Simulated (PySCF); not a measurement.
## A study: Cl$_{3}$HSi, SMILES `Cl[SiH](Cl)Cl`

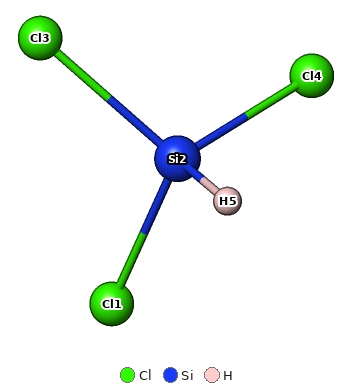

The molecule, with its atoms numbered as below. No frequency check shows the geometry to be a minimum.

Coordinates in Å:

```
Cl1     -0.5085    1.8272    0.1730
Si2      0.0002   -0.0008   -0.4924
Cl3     -1.3287   -1.3533    0.1734
Cl4      1.8370   -0.4731    0.1734
H5      -0.0003   -0.0020   -1.9431
```

### 1. Excited states

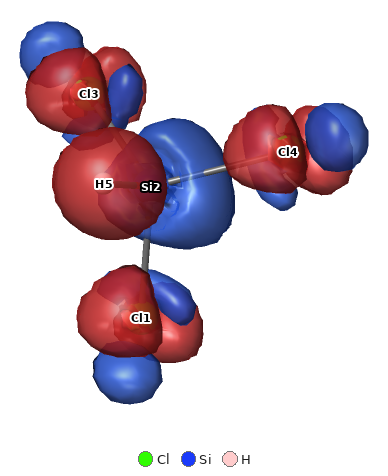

Unrelaxed difference density of S₂ less the ground state (TDA singlet states), ±0.03 e/Å³; blue: gain, red: loss.

PySCF calculation, PBE0/def2-SVPD, gas phase; geometry: GFN2-xTB.

How does the charge move on excitation?

Answer. 0.71 e is displaced in all, of which about 0.2 e passes between atoms: H5 (0.14 e) loses electrons and Si2 (0.16 e) gains them. The state: 8.19 eV (151 nm), f = 0.041, partly diffuse acceptor orbital; the leading pair carries 99 %; hole on Cl1, Cl3 and Cl4 (23 % each), H5 (17 %) and Si2 (14 %), electron on Si2 (31 %) and Cl1, Cl3 and Cl4 (22 % each) (atom shares of so diffuse an orbital are rough); their centroids lie 0.4 Å apart; S₃ and S₄ lie within 0.1 eV of it.

### 2. In an electric field

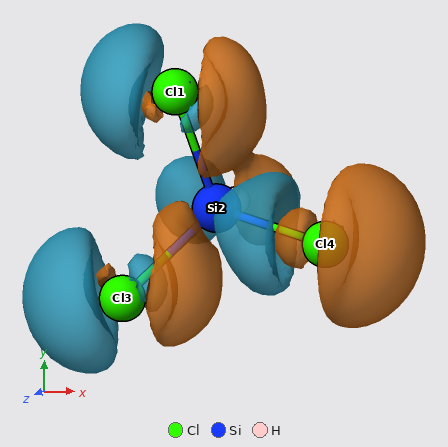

Change of the electron density in a uniform field of 0.51 V/Å, surfaces at ±0.004 e/Å³ (light blue: gain, orange: loss).

Computed with PySCF, PBE/cc-pVTZ, geometry: GFN2-xTB. A basis without diffuse functions makes polarisabilities too small.

Along which Cartesian direction does the field point?

Answer. Along +x: electrons gather on the −x side, against the field.

What dipole is induced, and what polarisability does it imply?

Answer. The induced dipole is 1.60 D (along the field); α along this axis, from the fields in both directions, is 63 bohr³ (9.3 Å³).

Which atoms gain and lose the most charge?

Answer. Electrons gather most on Cl3 (Hirshfeld charge changes by −0.039 e) and leave Cl4 most (+0.055 e); 0.133 electrons are displaced in all.

### 3. Removing or adding an electron

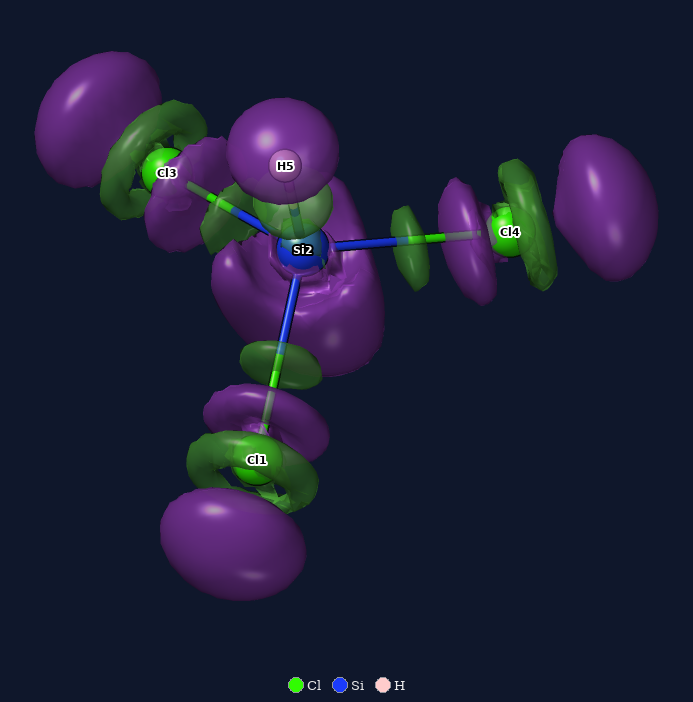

Fukui function f⁺ = ρ(N+1) − ρ(N) at fixed geometry, surfaces at ±0.03 e/Å³ (purple positive, green negative).

Computed with PySCF, M06-2X/6-31G*, geometry: GFN2-xTB.

On which atoms does the density change most on addition of an electron?

Answer. f⁺ (Hirshfeld-condensed) is largest on Cl1, Cl3 and Cl4 (0.23 each) and Si2 (0.23); the vertical electron affinity is −2.17 eV (the stability of the anion's solution wasn't checked; negative, but this basis has no diffuse functions, so it doesn't show that the anion is unbound). Condensed values hint at sites of nucleophilic attack but needn't mark the atom that reacts. Shares this close don't rank the sites. Orbital relaxation makes it negative in places (0.14 e in all).

### 4. Localised orbitals

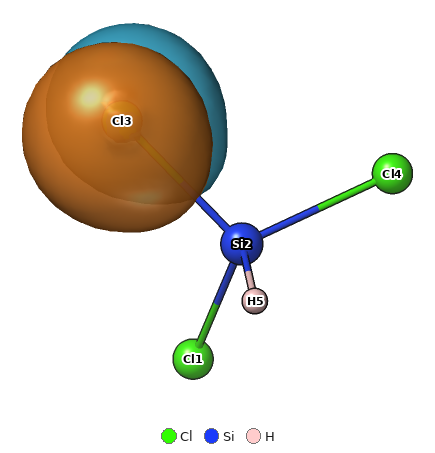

Pipek–Mezey orbitals, occupied; each surface holds about 80 % of the orbital's density. Energies are diagonal elements of the Fock matrix.

Level of theory: ωB97X/aug-cc-pVDZ (PySCF), at a geometry from GFN2-xTB.

What does this orbital represent?

Answer. Lone pair on Cl3 (p-type) (Cl3 96 %; −12.8 eV).

How do all the valence pairs divide up?

Answer. 13 pairs: 9 lone pairs and 4 σ bonds.

### 5. Stretching a bond

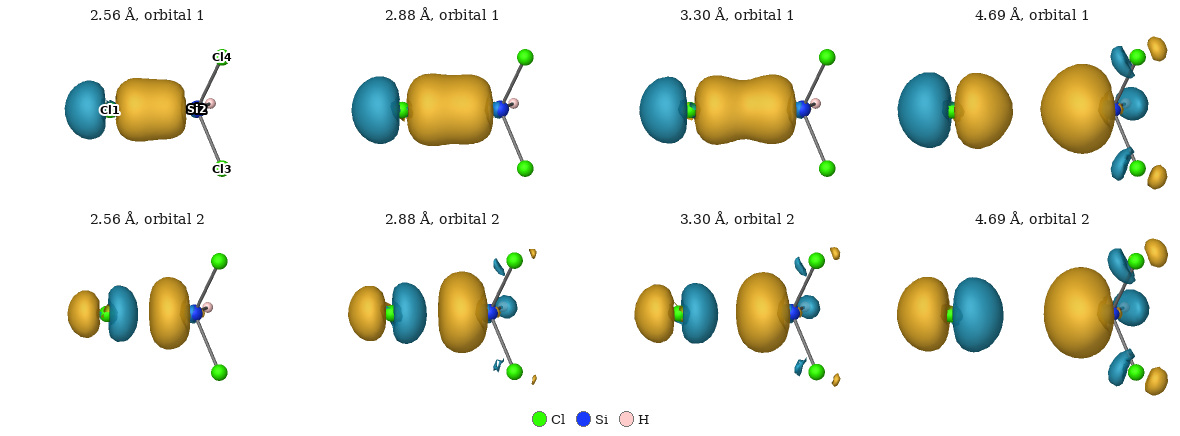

Rigid stretch of the Cl1–Si2 bond. The two CASSCF(2,2) natural orbitals nearest half filling (orbital 1 the more occupied).

Computed with PySCF, 6-31+G* basis, geometry: GFN2-xTB.

How do the occupations change along the stretch?

Answer. 2.56 Å: 1.95 and 0.05; 2.88 Å: 1.90 and 0.10; 3.30 Å: 1.75 and 0.25; 4.69 Å: 1.13 and 0.87. At the longest distance computed (5.96 Å) they are 1.01 and 0.99, and the effective number of unpaired electrons is 2.0.

Where does the UHF solution part from RHF?

Answer. Between 2.56 Å (⟨S²⟩ = 0, the two coincide) and 2.88 Å (⟨S²⟩ = 0.16); at 5.96 Å ⟨S²⟩ is 1.01 and UHF lies 3.6 eV below RHF.

How much energy does the stretch cost?

Answer. By CASSCF, 3.8 eV from the lowest point of the scan (2.13 Å) to 5.96 Å; RHF gives 7.0 eV from its own lowest point. The fragments aren't relaxed and dynamic correlation is missing, so this isn't a bond dissociation energy.
